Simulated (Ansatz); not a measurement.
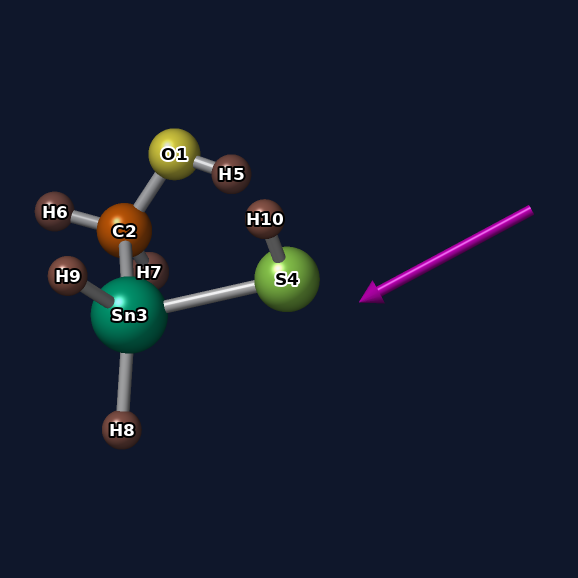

The arrow beside the molecule shows the direction of the dipole moment, from the negative to the positive end (its length means nothing). The computed structure is the end point of a PBE-D4/def2-SVP optimisation. No frequency run is at hand to confirm it as a minimum. Properties computed with RKS PBE-D4/def2-SVP, core potentials on Sn (Ansatz 0.2.0).

How large is the dipole moment?

1.61 D; it points from the side of S4, H5, H10 to the side of H8 (the outermost atoms at the two ends).
